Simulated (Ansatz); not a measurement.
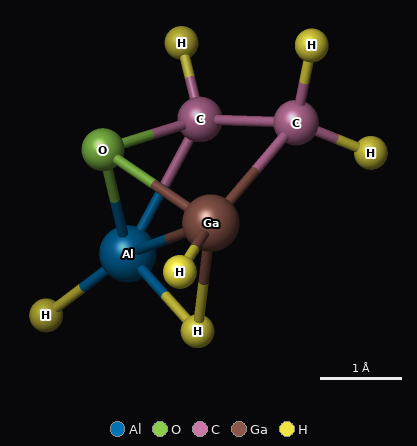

**Figure 1.** The input geometry (ball-and-stick view, seen at a tilt). Sticks mark near contacts.

**C₂H₆AlGaO: single-point calculation**

The run: single-point calculation of C₂H₆AlGaO. Method and program: RHF-CCSD(T), frozen core/def2-TZVPP (Ansatz 0.2.0).

The geometry comes from this level: PBE0-D4/def2-TZVP.

## The program's output
```
Functional definition: HF
  name "HF"
  cite "Fock, Z. Phys. 61, 126 (1930) doi:10.1007/BF01340294"
  parent pbe
  exchange = exact_x
  correlation = 0
1613 factors; integrals over basis functions are off by at most 1.2e-3 eV
mean field evaluation 1: about -63105.7278 eV, gradient 4.6e1 eV
mean field evaluation 2: about -63106.0251 eV, gradient 4.6e1 eV
mean field evaluation 4: about -63111.2943 eV, gradient 5.2e0 eV
mean field evaluation 8: about -63111.4017 eV, gradient 5.3e-1 eV
mean field evaluation 16: about -63105.7285 eV, gradient 4.6e1 eV
mean field -63111.40260594 eV, -2319.3012673231 hartree, gradient 1.8e-6 eV, S^2 0.000000; 0 other end points of the search recorded, 0 dependent functions left out
17 core orbitals not correlated: weight in the atoms' cores, before any rotation towards them, 1.000 or more for the frozen orbitals, at most 0.000 for the correlated occupied ones
reference -63111.40260594 eV, -2319.3012673231 hartree; 18, 18 occupied and 232, 232 virtual orbitals, 1613 factors
second order -24.42277613 eV of doubles, -0.00000000 eV of singles
cycle   1  -24.14623202 eV  change    2.8e-1 eV  update   1.3e-1
cycle   2  -24.94304079 eV  change   -8.0e-1 eV  update   4.2e-2
cycle   3  -25.11350335 eV  change   -1.7e-1 eV  update   2.2e-2
cycle   4  -25.09643913 eV  change    1.7e-2 eV  update   5.8e-3
cycle   5  -25.09400978 eV  change    2.4e-3 eV  update   3.1e-3
cycle   6  -25.09563561 eV  change   -1.6e-3 eV  update   1.0e-3
cycle   7  -25.09522362 eV  change    4.1e-4 eV  update   5.2e-4
cycle   8  -25.09509946 eV  change    1.2e-4 eV  update   1.6e-4
cycle   9  -25.09517418 eV  change   -7.5e-5 eV  update   6.5e-5
cycle  10  -25.09517517 eV  change   -9.9e-7 eV  update   2.2e-5
```

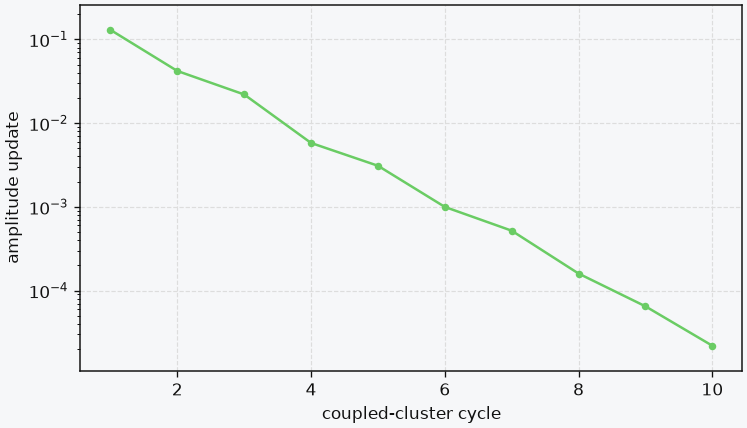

**Figure 2.** Convergence of the coupled-cluster equations: amplitude update against the coupled-cluster cycle. The residual falls at every step.

```
perturbative correction -1.11063333 eV, -0.0408150221 hartree
Total energy: -63137.60841444 eV, -2320.2643130225 hartree
```

The run was set up as follows.

## Input file
```yaml
crystal:
  periodic: [false, false, false]
  atoms:
    - {symbol: Al, position_ang: [-1.544536, -0.030646, 0.601288]}
    - {symbol: O, position_ang: [-0.257010, -1.272532, 0.222897]}
    - {symbol: C, position_ang: [0.328525, -0.093564, 1.026294]}
    - {symbol: C, position_ang: [1.285733, 0.573499, 0.061055]}
    - {symbol: Ga, position_ang: [0.205838, -0.212423, -1.397267]}
    - {symbol: H, position_ang: [-3.011952, -0.224656, 1.131110]}
    - {symbol: H, position_ang: [-1.375237, 0.659803, -0.976484]}
    - {symbol: H, position_ang: [0.739923, -0.492701, 1.952156]}
    - {symbol: H, position_ang: [1.330775, 1.660284, 0.128366]}
    - {symbol: H, position_ang: [2.300849, 0.164614, 0.099152]}
    - {symbol: H, position_ang: [0.062293, -0.788878, -2.828066]}
basis:
  gaussian: {orbitals: def2-TZVPP}
correlation: {method: ccsd_t}
```

Run as:
```bash
ansatz run in.yaml --threads 4 --pin off --events-out ev --progress --plain --max-ram 10444MiB
```

## Summary

```tsv
quantity	value
outcome	converged
total energy	−63137.6084 eV
mean-field energy	−63111.4026 eV
CCSD correlation	−25.0952 eV
(T) correction	−1.1106 eV
T1 diagnostic	0.015
SCF solution under orbital rotations	stable
hardware	4 threads of Arm Neoverse N1, 23 GiB of memory available, shared host
wall time	6.9 min (CPU time 27 min)
peak memory	6.6 GiB
```
